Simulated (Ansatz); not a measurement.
C$_{2}$H$_{6}$AlClO

```xyz
11

C    -1.1843   -1.4423    0.7666
C    -0.2247   -0.3653    0.4742
Cl    2.0535    1.9604    0.6805
O    -0.0641    0.0827   -0.6516
Al    1.1504    1.5000   -1.2280
H    -0.6466   -2.2742    1.2338
H    -1.7070   -1.7747   -0.1277
H    -1.8944   -1.0834    1.5195
H     0.3721    0.0555    1.2969
H     0.1143    2.5887   -1.7310
H     2.0963    0.6955   -2.2127
```

Geometry: PBE0-D4/def2-TZVP.

All numbers below come from RKS PBE0-D4/def2-TZVPP in Ansatz.

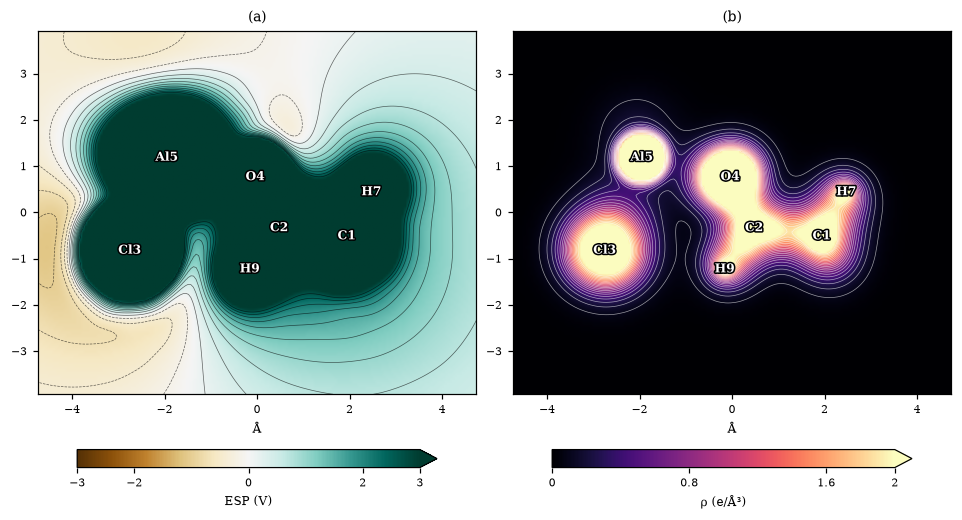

Figure 1. (a) molecular electrostatic potential; (b) total electron density on the plane of atoms Cl3, Al5 and O4.

Question: What do the fields say about this system?

Answer: The plane passes through C, Cl, O, Al and H nuclei. C–O (1.22 Å): ρ at the midpoint is about 3.3 e/Å³. C–C (1.47 Å): ρ is about 1.9 e/Å³ halfway. Al–O (1.95 Å): ρ is about 0.48 e/Å³ halfway. Al–Cl (2.16 Å): ρ at the midpoint is about 0.66 e/Å³. C–H (1.09 Å): ρ is about 2 e/Å³ halfway. Outside the dense part of the molecule the potential is most negative (−1.1 V) near Cl3.

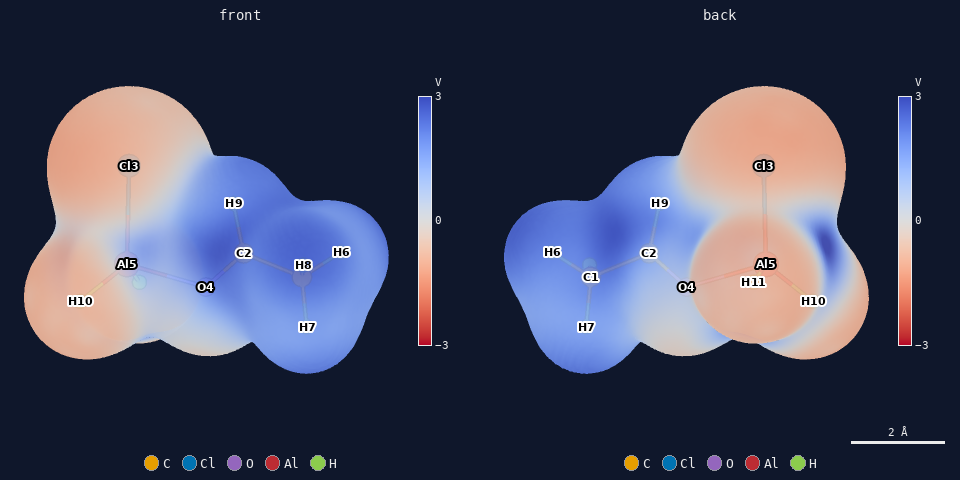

Figure 2. The molecular electrostatic potential painted on the density surface at 0.004 e/bohr³, seen from the front and from behind; red is negative and blue positive.

Question: Where is the surface potential most negative and most positive?

Answer: The most negative region (about −1.2 V, or −28 kcal/mol for a unit charge) lies over Cl3, the most positive (about +2.8 V, or +65 kcal/mol for a unit charge) over C2 and Al5.

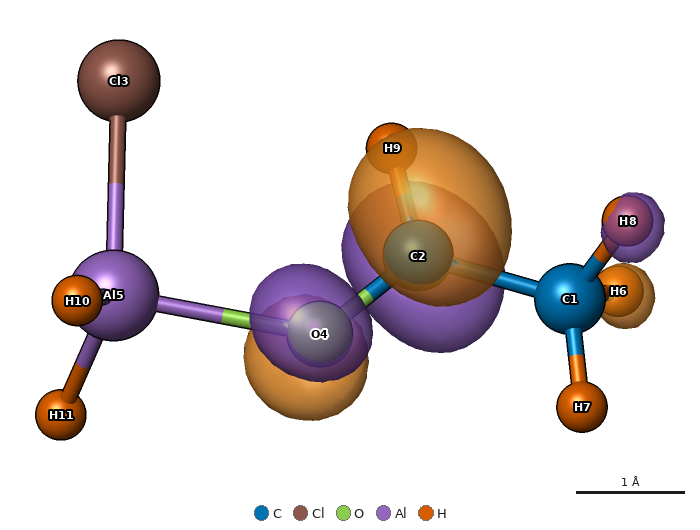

Figure 3. One frontier orbital at ±0.2 Å⁻³ᐟ² (orange and purple are the two phases), seen at a tilt.

Question: Which orbital is it: HOMO or LUMO?

Answer: The LUMO, at −2.62 eV. It lies mainly on C2 (about 50 %), O4 (about 25 %) and C1 (about 10 %); π-antibonding (π*) across C2–O4.

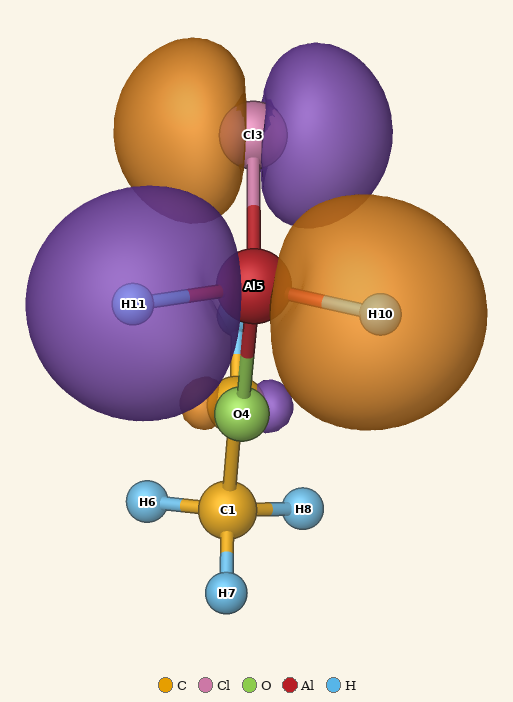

Figure 4. One frontier orbital at ±0.08 Å⁻³ᐟ² (orange and purple are the two phases), seen at an oblique angle.

Question: Which orbital is it: HOMO or LUMO?

Answer: The HOMO, at −7.47 eV. It lies mainly on Al5 (about 25 %), H10 (about 25 %), H11 (about 25 %) and Cl3 (about 25 %).
